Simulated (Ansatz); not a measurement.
K₂NiO₂ (space group I4/mmm)

```xyz
5
Lattice="-1.9583 1.9583 6.3084 1.9583 -1.9583 6.3084 1.9583 1.9583 -6.3084" Properties=species:S:1:pos:R:3 pbc="T T T"
K      0.0000     0.0000     8.2325
K      0.0000     0.0000     4.3842
Ni     0.0000     0.0000     0.0000
O      0.0000     0.0000     1.6829
O      0.0000     0.0000    10.9338
```

Grid over V/V₀ and (c/a)/(c/a)₀, subscript 0 meaning the relaxed cell; the conventional c axis lies along z; no internal relaxation.

The numbers are results of PBEsol (plane waves to 420 eV, PAW, scalar-relativistic; Ansatz, a first-principles code), not measurements. k mesh 12×12×12 (Γ-centred), Fermi-Dirac smearing 0.05 eV. Energies are smeared free energies. As the atoms are clamped, bonds stretch with the cell, which overstates energies and stresses. K2NiO2 is run spin-polarised and with no Hubbard U. K2NiO2 was relaxed with its symmetry unable to fall. Relaxed K2NiO2 ends ferromagnetic. Other magnetic orders were not checked, so this need not be the ground state. ΔE is measured from the relaxed starting cell.

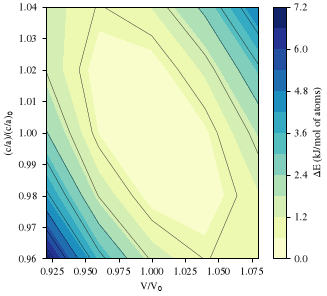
*ΔE (kJ/mol of atoms) over the 5×5 grid of computed points.*

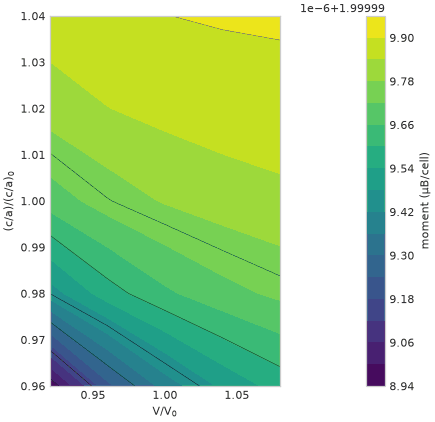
Figure: Moment (μB/cell) over the 5×5 grid of computed points.

The modulus against c/a change at fixed volume, (3/4V)·∂²E/∂(ln c/a)² (fit, atoms clamped) comes out as 108 GPa, an upper bound as the atoms could relax. Highest place on the grid: V/V₀ = 0.920, (c/a)/(c/a)₀ = 0.960 (71.7 meV/atom). Lowest place on the grid: V/V₀ = 1.000, (c/a)/(c/a)₀ = 1.000 (0.0 meV/atom).

Near the relaxed cell σzz − σxx = −2Cδ (compression positive), C being this modulus and δ the logarithm of the ratio.

(Under strain, the slope of the energy per volume gives the stress and its curvature an elastic modulus.)
